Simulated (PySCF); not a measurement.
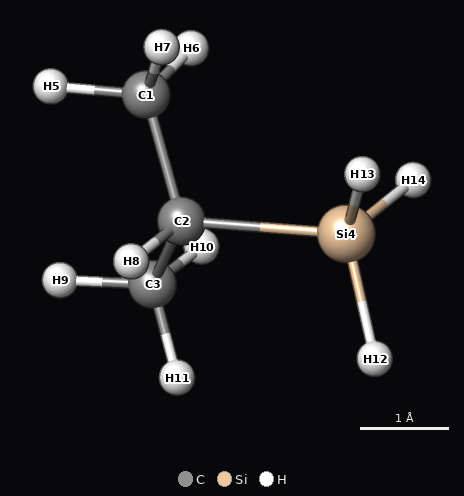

**Figure 1.** The starting structure (ball-and-stick view, seen at a tilt; atoms are numbered from 1 in the order of the input). Bond lengths as drawn: C–C 1.50 to 1.53 Å, C–H 1.07 to 1.12 Å, C–Si 1.95 Å and H–Si 1.44 to 1.47 Å.

**Geometry relaxation, with input and output: C3H10Si**

System: C3H10Si.
Method: PBE0-D3(BJ)/def2-SVP geometry optimisation, gas phase (PySCF 2.14.0).

It belongs to a series of runs on one base structure; here: H on Si replaced by iPr.

Output
```
step   0  E = -409.37580167  max force = 0.040676
step   1  E = -409.38223870  max force = 0.003560
step   2  E = -409.38235209  max force = 0.000461
step   3  E = -409.38236056  max force = 0.000266
optimisation converged
```

Trajectory as extended XYZ (Å, eV, eV/Å), 4 frames, from step=0 to step=3
```
14
Properties=species:S:1:pos:R:3:forces:R:3 step=0 energy=-11139.68297
C    -0.5091    1.2466   -0.7680   -0.6911   1.0308   0.2918
C    -0.2032    0.1640    0.2270    0.5293  -0.7328  -0.3274
C    -1.1060   -1.0503   -0.0288    1.2360   0.1770   1.2725
Si    1.6873   -0.2920    0.1678   -2.0917  -0.0459   0.5113
H    -1.5826    1.5482   -0.7123    0.3498  -0.0734   0.0092
H    -0.3435    0.9401   -1.7920    0.2195  -0.2756  -0.6825
H     0.0840    2.1564   -0.5890    0.0263   0.0633  -0.0522
H    -0.4134    0.5544    1.2261    0.0403   0.0641   0.4307
H    -2.1412   -0.7730    0.0725   -0.8995   0.1595  -0.0834
H    -0.9129   -1.4542   -1.0056   -0.0299  -0.4027  -0.9019
H    -0.8931   -1.8358    0.7147   -0.1221  -0.1078  -0.0836
H     1.9275   -1.3277    1.1795    0.2928  -0.3772   0.3376
H     2.4280    0.9071    0.4501    0.7775   0.8757   0.1965
H     1.9709   -0.7989   -1.1547    0.3629  -0.3549  -0.9186
14
Properties=species:S:1:pos:R:3:forces:R:3 step=1 energy=-11139.85813
C    -0.3160    1.2717   -0.5837    0.0642  -0.0982  -0.1330
C     0.0300    0.1499    0.3952    0.0946   0.0676   0.1327
C    -0.8485   -1.0793    0.1835   -0.1215   0.0070  -0.1831
Si    1.8819   -0.2850    0.3127   -0.0994   0.1432  -0.0489
H    -1.3757    1.5578   -0.4957   -0.0593   0.0218   0.0113
H    -0.1526    0.9561   -1.6308   -0.0060   0.0196   0.0843
H     0.2887    2.1751   -0.4148    0.0156   0.0289   0.0196
H    -0.1450    0.5296    1.4229    0.0624  -0.0540  -0.0724
H    -1.9205   -0.8150    0.2671    0.1235  -0.0555  -0.0273
H    -0.6923   -1.5098   -0.8244   -0.0513   0.0391   0.1235
H    -0.6446   -1.8721    0.9170    0.0205  -0.0429   0.0502
H     2.2457   -1.3300    1.3191   -0.0188  -0.0138   0.0090
H     2.7060    0.9421    0.5781   -0.0254  -0.0843  -0.0258
H     2.2195   -0.8036   -1.0554    0.0009   0.0217   0.0599
14
Properties=species:S:1:pos:R:3:forces:R:3 step=2 energy=-11139.86121
C    -0.3151    1.2721   -0.5849   -0.0121  -0.0108  -0.0237
C     0.0314    0.1522    0.3954   -0.0157   0.0144   0.0160
C    -0.8453   -1.0811    0.1830   -0.0058  -0.0066  -0.0140
Si    1.8747   -0.2785    0.3105   -0.0025   0.0172  -0.0093
H    -1.3765    1.5593   -0.4969    0.0049   0.0058  -0.0013
H    -0.1505    0.9559   -1.6290    0.0024   0.0003   0.0110
H     0.2900    2.1763   -0.4146   -0.0065   0.0044   0.0056
H    -0.1371    0.5276    1.4227    0.0107  -0.0121  -0.0022
H    -1.9153   -0.8252    0.2683    0.0104  -0.0025   0.0016
H    -0.6943   -1.5119   -0.8214    0.0004   0.0058   0.0115
H    -0.6349   -1.8737    0.9179    0.0036   0.0022   0.0022
H     2.2297   -1.3268    1.3176   -0.0042  -0.0071   0.0040
H     2.7054    0.9388    0.5752    0.0043  -0.0112  -0.0046
H     2.2143   -0.7977   -1.0532    0.0100   0.0001   0.0034
14
Properties=species:S:1:pos:R:3:forces:R:3 step=3 energy=-11139.86144
C    -0.3183    1.2726   -0.5855   -0.0052  -0.0027   0.0025
C     0.0309    0.1536    0.3952   -0.0086   0.0137  -0.0080
C    -0.8431   -1.0815    0.1836    0.0062  -0.0080   0.0059
Si    1.8744   -0.2769    0.3093    0.0005  -0.0029   0.0001
H    -1.3801    1.5587   -0.4981    0.0015  -0.0011  -0.0001
H    -0.1523    0.9563   -1.6289    0.0028  -0.0011  -0.0016
H     0.2843    2.1784   -0.4147   -0.0039   0.0009   0.0020
H    -0.1358    0.5270    1.4230    0.0042   0.0000   0.0047
H    -1.9131   -0.8285    0.2706   -0.0045   0.0018   0.0028
H    -0.6924   -1.5118   -0.8205    0.0025  -0.0019  -0.0045
H    -0.6291   -1.8733    0.9186    0.0001   0.0015  -0.0018
H     2.2252   -1.3269    1.3168   -0.0028  -0.0011  -0.0001
H     2.7090    0.9367    0.5745    0.0040   0.0018   0.0000
H     2.2170   -0.7970   -1.0532    0.0031  -0.0007  -0.0020
```

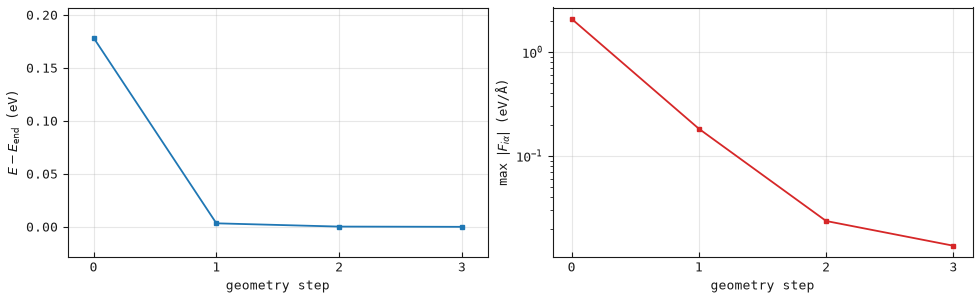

**Figure 2.** Progress of the relaxation, step by step (steps are counted from 0).

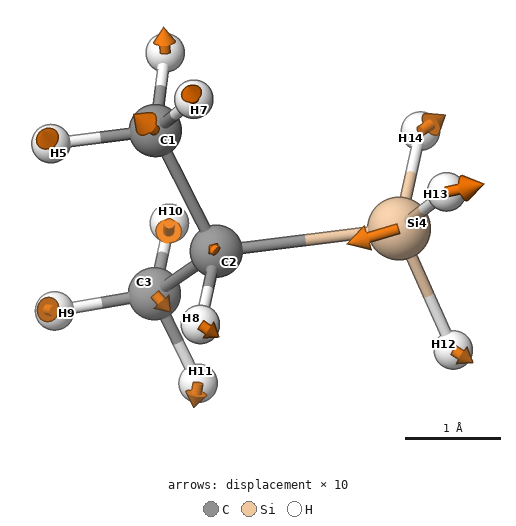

**Figure 3.** The starting structure with the displacements as orange arrows, magnified 10 times (ball-and-stick view, seen at a tilt). The two geometries are laid on each other by the best rigid fit. Over 3 geometry steps the energy falls by 0.178 eV. The largest force component goes from 2.1 to 0.014 eV/Å. The atom that moves furthest after the best rigid fit is Si4 (0.058 Å). By element the largest moves are Si 0.058 Å, H 0.045 Å, C 0.040 Å. Distances before and after: Si4–H13 1.437 → 1.497 Å, C2–Si4 1.946 → 1.895 Å, Si4–H12 1.468 → 1.497 Å, C3–H10 1.074 → 1.103 Å. Among the angles that change: H9–C3–H10 110.8° → 107.1°, H13–Si4–H14 111.8° → 108.4°, C2–Si4–H12 107.7° → 110.9°. (Atoms are counted from 1 in the order of the input.)

The run was set up as follows.

Input
```
{"job": {"xc": "PBE0", "basis": "def2-SVP", "d3": "d3bj", "grid": 1, "shake": 0.01, "kind": "geom"}, "charge": 0, "multiplicity": 1}
C     -0.509070     1.246600    -0.768020
C     -0.203190     0.163950     0.227020
C     -1.106010    -1.050300    -0.028800
Si     1.687300    -0.291980     0.167750
H     -1.582570     1.548170    -0.712300
H     -0.343510     0.940090    -1.792010
H      0.083960     2.156450    -0.588990
H     -0.413360     0.554370     1.226050
H     -2.141210    -0.773000     0.072530
H     -0.912910    -1.454160    -1.005610
H     -0.893050    -1.835800     0.714670
H      1.927510    -1.327690     1.179530
H      2.427990     0.907130     0.450140
H      1.970950    -0.798920    -1.154700
```

The first line tells a small driver script what to run in PySCF; the rest is the geometry in Å.

Command:
```bash
OMP_NUM_THREADS=1 python <driver script> task.json out
```

Key numbers

```json
{"quantity": "outcome", "value": "converged"}
{"quantity": "total energy", "value": "−409.382361 hartree"}
{"quantity": "dipole moment", "value": "0.86 D"}
{"quantity": "point group", "value": "Cs"}
{"quantity": "hardware", "value": "1 CPU thread, shared host"}
{"quantity": "wall time", "value": "15 s"}
{"quantity": "peak memory", "value": "0.47 GiB"}
```
